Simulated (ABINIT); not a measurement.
# A GW run on RbAsF6 (R-3) in ABINIT, with inputs changed, part 2 of 2

A base run on RbAsF6 (R-3), then changed inputs.

ABINIT 10.8.3; LDA and many-body steps on it, plane waves. Known limits of the many-body steps: not at the basis limit; exchange with frozen shells missing; no spin-orbit coupling; coarse k mesh.

So far. Step 2 (Screening, 2×2×2 mesh, 72 bands, screening to 87.1 eV): Local fields lower ε∞ by 10 %. On a Γ-centred mesh this coarse the value itself is usually too large, while a short band sum pulls it down. Step 3 (Base): The gap on the mesh goes from 5.39 eV to 10.55 eV, a correction of +5.16 eV.

## (6) Broadening of the poles

Level of this step: G0W0 on LDA, plane waves, norm-conserving pseudopotentials (ABINIT).

Contents of run.abi:

```
acell 3*1.0 Angstrom
rprim 
  3.717458802479 2.146275840312 2.475880428600
  -3.717458802479 2.146275840312 2.475880428600
  0.000000000000 -4.292551680625 2.475880428600
ntypat 3
znucl 37 33 9
natom 8
typat 1 2 3 3 3 3 3 3
xred 
  0.500000000000 0.500000000000 0.500000000000
  0.000000000000 0.000000000000 0.000000000000
  0.077414800000 0.712012140000 0.799611640000
  0.799611640000 0.077414800000 0.712012140000
  0.287987860000 0.200388360000 0.922585200000
  0.200388360000 0.922585200000 0.287987860000
  0.922585200000 0.287987860000 0.200388360000
  0.712012140000 0.799611640000 0.077414800000
pp_dirpath "pseudos"
pseudos "Rb.upf, As.upf, F.upf"
ecut 36
ngkpt 2 2 2
nshiftk 1
shiftk 0 0 0
kptopt 1
chksymbreak 0
istwfk *1
occopt 1
irdwfk 1
optdriver 4
nband 72
gwcalctyp 0
ecutsigx 36
symsigma 1
nkptgw 1
kptgw 
  0.0000000000 0.0000000000 0.0000000000
bdgw 
  31 35
ecuteps 3.2
irdscr 1
ppmodel 1
zcut 1.0 eV
indata_prefix "in"
outdata_prefix "out"
tmpdata_prefix "tmp"
```

On the command line:

```
> OMP_NUM_THREADS=1 mpirun -n 4 abinit run.abi > log
```

Log:

```text
.Version 10.8.3 of ABINIT. v10.8.2 released Aug 2026.

 Symmetries : space group R-3 (#148); Bravais hR (rhombohedral)
[... echo of the input left out ...]
== DATASET  1 ==================================================================
-   mpi_nproc: 4, omp_nthreads: 1 (-1 if OMP is not activated)

--- !DatasetInfo
iteration_state: {dtset: 1, }
dimensions: {natom: 8, nkpt: 4, mband: 72, nsppol: 1, nspinor: 1, nspden: 1, mpw: 8260, }
cutoff_energies: {ecut:  36.0, pawecutdg:  -1.0, }
[...]
33  -2.573 -22.945 -30.863   5.237   0.815  -0.228 -25.129  -2.184  -4.758
       34   2.815 -18.339 -13.313  -1.611   0.873  -0.146 -15.358   2.980   5.795
       35   7.225 -12.866  -7.423  -2.195   0.883  -0.132  -9.996   2.870  10.095

== END DATASET(S) ==============================================================
================================================================================

 -outvars: echo values of variables after computation  --------
           etotal      0.0000000000E+00
            nband          72
             nkpt           4
          spgroup         148
 [... the other variables as echoed above ...]

 Calculation completed.
```

It took 5 s on 4 MPI ranks of Arm Neoverse V1, shared host; peak memory 0.48 GiB.

Numbers from this step:

```yaml
g0w0_gap_on_the_points_computed: 10.55 eV
starting_gap_on_the_mesh: 5.388 eV
k_of_the_valence_top: 0, 0, 0
k_of_the_conduction_bottom: 0, 0, 0
least_direct_g0w0_gap_on_the_computed_points: 10.55 eV
```

Against G0W0 in ABINIT (2×2×2 mesh, 72 bands, screening to 87.1 eV, Godby-Needs plasmon pole), the gap moves by +0.000 eV.

## (7) No symmetry in the self-energy

run.abi, as its differences from that of step 6:

```diff
@@ -33,3 +33,3 @@
 ecutsigx 36
-symsigma 1
+symsigma 0
 nkptgw 1
@@ -42,3 +42,2 @@
 ppmodel 1
-zcut 1.0 eV
 indata_prefix "in"
```

Log:

```text
.Version 10.8.3 of ABINIT. v10.8.2 released Aug 2026.

 Symmetries : space group R-3 (#148); Bravais hR (rhombohedral)
[... echo of the input left out ...]
== DATASET  1 ==================================================================
-   mpi_nproc: 4, omp_nthreads: 1 (-1 if OMP is not activated)

--- !DatasetInfo
iteration_state: {dtset: 1, }
dimensions: {natom: 8, nkpt: 4, mband: 72, nsppol: 1, nspinor: 1, nspden: 1, mpw: 8260, }
cutoff_energies: {ecut:  36.0, pawecutdg:  -1.0, }
[...]
33  -2.573 -22.945 -30.863   5.237   0.815  -0.228 -25.130  -2.184  -4.758
       34   2.815 -18.339 -13.313  -1.611   0.873  -0.146 -15.358   2.980   5.795
       35   7.225 -12.866  -7.423  -2.173   0.884  -0.131  -9.975   2.891  10.117

== END DATASET(S) ==============================================================
================================================================================

 -outvars: echo values of variables after computation  --------
           etotal      0.0000000000E+00
            nband          72
             nkpt           4
          spgroup         148
 [... the other variables as echoed above ...]

 Calculation completed.
```

Elapsed: 6.3 s, on 4 MPI ranks; peak memory 0.75 GiB.

Numbers from this step:

```yaml
g0w0_gap_on_the_points_computed: 10.55 eV
starting_gap_on_the_mesh: 5.388 eV
k_of_the_valence_top: 0, 0, 0
k_of_the_conduction_bottom: 0, 0, 0
least_direct_g0w0_gap_on_the_computed_points: 10.55 eV
```

Against G0W0 in ABINIT (2×2×2 mesh, 72 bands, screening to 87.1 eV, Godby-Needs plasmon pole), the gap moves by +0.000 eV.

## (8) Contour deformation on a plasmon-pole file

run.abi, as its differences from that of step 7:

```diff
@@ -31,5 +31,5 @@
 nband 72
-gwcalctyp 0
+gwcalctyp 2
 ecutsigx 36
-symsigma 0
+symsigma 1
 nkptgw 1
@@ -41,3 +41,2 @@
 irdscr 1
-ppmodel 1
 indata_prefix "in"
```

Log:

```text
.Version 10.8.3 of ABINIT. v10.8.2 released Aug 2026.

 Symmetries : space group R-3 (#148); Bravais hR (rhombohedral)
================================================================================
 Values of the parameters that define the memory need of the present run
     intxc =       0    ionmov =       0      iscf =       7    lmnmax =       6
     lnmax =       6     mgfft =      54  mpssoang =       3    mqgrid =    3001
     natom =       8  nloc_mem =       1    nspden =       1   nspinor =       1
    nsppol =       1      nsym =       6    n1xccc =    2501    ntypat =       3
    occopt =       1   xclevel =       1
-    mband =          72        mffmem =           1         mkmem =           1
       mpw =        8260          nfft =      157464          nkpt =           4
================================================================================
  Rough estimation (10% accuracy) of disk space for files :
================================================================================

--------------------------------------------------------------------------------
------------- Echo of variables that govern the present computation ------------
--------------------------------------------------------------------------------
 -outvars: echo values of preprocessed input variables --------
            acell      1.8897261259E+00  1.8897261259E+00  1.8897261259E+00 Bohr

             bdgw          31      35
      chksymbreak           0
             ecut      3.60000000E+01 Hartree
          ecuteps      3.20000000E+00 Hartree
         ecutsigx      3.60000000E+01 Hartree
          ecutwfn      3.60000000E+01 Hartree
-          fftalg         312
        gwcalctyp           2
           irdscr           1
           irdwfk           1

[...]
setmesh: FFT mesh size selected  =    50x   50x   50
          total number of points  =       125000

 Number of electrons calculated from density =   66.0000; Expected =   66.0000
 average of density, n =  0.082515
 r_s =    1.4249
 omega_plasma =   27.7091 [eV]

 === KS Band Gaps ===
  >>>> For spin  1
   Minimum direct gap =   5.3882 [eV], located at k-point      :   0.0000  0.0000  0.0000
   Fundamental gap    =   5.3882 [eV], Top of valence bands at :   0.0000  0.0000  0.0000
                                       Bottom of conduction at :   0.0000  0.0000  0.0000
 SIGMA fundamental parameters:
 CONTOUR DEFORMATION
 number of plane-waves for SigmaX                 8233
 number of plane-waves for SigmaC and W            213
 number of plane-waves for wavefunctions          8233
 number of bands                                    72
 number of independent spin polarizations            1
 number of spinorial components                      1
 number of k-points in IBZ                           4
 number of q-points in IBZ                           4
 number of symmetry operations                       6
 number of k-points in BZ                            8
 number of q-points in BZ                            8
 number of frequencies for dSigma/dE                 9
 frequency step for dSigma/dE [eV]                0.25
 number of omega for Sigma on real axis              0
 max omega for Sigma on real axis  [eV]           0.00
 zcut for avoiding poles [eV]                     0.10

 EPSILON^-1 parameters (SCR file):
 dimension of the eps^-1 matrix on file            213
 dimension of the eps^-1 matrix used               213
 number of plane-waves for wavefunctions          8233
 number of bands                                    72
 number of q-points in IBZ                           4
 number of frequencies                               2
 number of real frequencies                          1
 number of imag frequencies                          1

 matrix elements of self-energy operator (all in [eV])

 Perturbative Calculation

--- !ERROR
message: |
    Fatal error

--- !ERROR
message: |
    Fatal error

--- from the log ---
Fatal error
```

It took 3.8 s on 4 MPI ranks; peak memory 0.6 GiB.

The run stopped with an error after 3.8 s.

The fault put into this input: contour deformation on a plasmon-pole file.

## (9) Another k mesh than the file's

run.abi, as its differences from that of step 8:

```diff
@@ -21,3 +21,3 @@
 ecut 36
-ngkpt 2 2 2
+ngkpt 3 3 3
 nshiftk 1
@@ -31,3 +31,3 @@
 nband 72
-gwcalctyp 2
+gwcalctyp 0
 ecutsigx 36
@@ -41,2 +41,3 @@
 irdscr 1
+ppmodel 1
 indata_prefix "in"
```

Log:

```text
.Version 10.8.3 of ABINIT. v10.8.2 released Aug 2026.

 Symmetries : space group R-3 (#148); Bravais hR (rhombohedral)
================================================================================
 Values of the parameters that define the memory need of the present run
     intxc =       0    ionmov =       0      iscf =       7    lmnmax =       6
     lnmax =       6     mgfft =      54  mpssoang =       3    mqgrid =    3001
     natom =       8  nloc_mem =       1    nspden =       1   nspinor =       1
    nsppol =       1      nsym =       6    n1xccc =    2501    ntypat =       3
    occopt =       1   xclevel =       1
-    mband =          72        mffmem =           1         mkmem =           2
       mpw =        8270          nfft =      157464          nkpt =           6
================================================================================
  Rough estimation (10% accuracy) of disk space for files :
================================================================================

--------------------------------------------------------------------------------
------------- Echo of variables that govern the present computation ------------
--------------------------------------------------------------------------------
 -outvars: echo values of preprocessed input variables --------
            acell      1.8897261259E+00  1.8897261259E+00  1.8897261259E+00 Bohr

             bdgw          31      35
      chksymbreak           0
             ecut      3.60000000E+01 Hartree
          ecuteps      3.20000000E+00 Hartree
         ecutsigx      3.60000000E+01 Hartree
          ecutwfn      3.60000000E+01 Hartree
-          fftalg         312
           irdscr           1
           irdwfk           1

              ixc       -1012
[...]
Unit cell volume ucvol=  7.9985124E+02 bohr^3
 Angles (23,13,12)=  9.72125476E+01  9.72125476E+01  9.72125476E+01 degrees

--- Pseudopotential description ------------------------------------------------
- Rb Generated using ONCVPSP code by D. R. Hamann
- 37.00000   9.00000  180309                  znucl, zion, pspdat
12 -1012 2 -1 2226                            pspcod,pspxc,lmax,lloc,mmax
     nproj     2     2     2
  pspatm : epsatm=   34.43095479
         --- l  ekb(1:nproj) -->
[...]
pspatm: atomic psp has been read  and splines computed

- As Generated using ONCVPSP code by D. R. Hamann
- 33.00000  15.00000  180309                  znucl, zion, pspdat
12 -1012 2 -1 1326                            pspcod,pspxc,lmax,lloc,mmax
     nproj     2     2     2
  pspatm : epsatm=   28.05037194
         --- l  ekb(1:nproj) -->
[...]
pspatm: atomic psp has been read  and splines computed

- F Generated using ONCVPSP code by D. R. Hamann
-  9.00000   7.00000  201202                  znucl, zion, pspdat
12 -1012 2 -1 824                             pspcod,pspxc,lmax,lloc,mmax
     nproj     2     2     1
  pspatm : epsatm=    4.94580260
         --- l  ekb(1:nproj) -->
             0    6.487052    1.061847
             1   -4.029087   -1.312559
             2   -2.364936
 pspatm: atomic psp has been read  and splines computed

   6.08230539E+03                                ecore*ucvol(ha*bohr**3)
--------------------------------------------------------------------------------

--- !ERROR
message: |
    Cannot continue, basic dimensions/parameters reported in the header do not agree with input file.
    Check consistency between the content of the WFK external file and the input file.

--- !ERROR
message: |
    Cannot continue, basic dimensions/parameters reported in the header do not agree with input file.
    Check consistency between the content of the WFK external file and the input file.

--- from the log ---
Cannot continue, basic dimensions/parameters reported in the header do not agree with input file.
    Check consistency between the content of the WFK external file and the input file.
```

Elapsed: 2.8 s, on 4 MPI ranks; peak memory 0.06 GiB.

The run stopped with an error after 2.8 s.

The program's words: Cannot continue, basic dimensions/parameters reported in the header do not agree with input file. Check consistency between the content of the WFK external file and the input file.

The fault put into this input: another k mesh than the file's.

## (10) The runs together

Times are wall times on 4 MPI ranks of Arm Neoverse V1, shared host, good to a factor of about two. A run's time includes the screening step that it read.

| run | mesh | bands | screening cutoff (eV) | DFT gap (eV) | gap on the mesh (eV) | direct (eV) | ε∞ used | time |
| --- | --- | --- | --- | --- | --- | --- | --- | --- |
| base | 2×2×2 | 72 | 87.1 | 5.388 | 10.553 | 10.553 | 1.99 | 26 s |
| fewer bands in the self-energy | 2×2×2 | 39 | 87.1 | 5.388 | 10.824 | 10.824 | 1.99 | 26 s |
| exchange cutoff | 2×2×2 | 72 | 87.1 | 5.388 | 10.556 | 10.556 | 1.99 | 27 s |
| broadening of the poles | 2×2×2 | 72 | 87.1 | 5.388 | 10.553 | 10.553 | 1.99 | 26 s |
| no symmetry in the self-energy | 2×2×2 | 72 | 87.1 | 5.388 | 10.553 | 10.553 | 1.99 | 28 s |

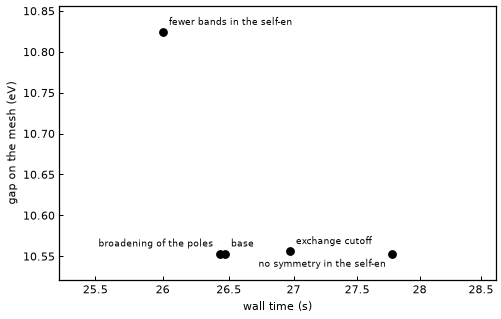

Result against wall time.

## (11) Outcome

```
base                           : 10.553 eV
fewer bands in the self-energy : 10.824 eV
exchange cutoff                : 10.556 eV
broadening of the poles        : 10.553 eV
no symmetry in the self-energy : 10.553 eV
known limits                   : not at the basis limit; exchange with frozen shells missing; no spin-orbit coupling; coarse k mesh
```

**Reading.** Fewer bands in the self-energy: +0.271 eV against base (keys changed: nband). Exchange cutoff: +0.003 eV against base (keys changed: ecutsigx). Broadening of the poles: no change against base (keys changed: zcut). No symmetry in the self-energy: no change against base (keys changed: symsigma). Bands and cutoff are finite, so the gap is not at the basis limit. The miss can reach some tenths of an eV and take either sign; the mesh is an error of its own. In the G0W0 runs levels were corrected at 1 k point alone, so a gap called «on the mesh» is the least over those, and an edge elsewhere would be missed. The 2×2×2 mesh is coarse for this cell, which bears on the long-range parts of exchange and screening. The norm-conserving file of at least one element keeps a d shell over frozen s and p shells of the same row. Exchange with those shells is missing from the self-energy, an error of 0.3 to 0.9 eV in cases checked, whose sign depends on which edge lies on those atoms. The many-body steps are scalar-relativistic: spin-orbit coupling is not in them.

[Paths, hosts, dates, memory and timing lines, banners, echoed tables and standing remarks are left out of the program output.]

[Logs are printed without paths, hosts, clocks, repeated set-up lines and the standing remarks that a program may print on its own settings, such as how far it seeks lower states.]

[Runs of the session that timed out or met a known fault of the program may be left out.]

[Hosts, paths, dates, database ids (printed as entryN), source tags and the programs' standing remarks are cut or masked in the printed files.]

[G0W0 gaps are taken among the corrected bands and points alone; a level outside them can change the order at an edge.]

[Where Ansatz stands beside ABINIT at settings called matched, ABINIT's density can come from a denser mesh and the files from another edition; pairs whose starting gaps differed by over 0.03 eV were left out, so agreement reads better than it is.]
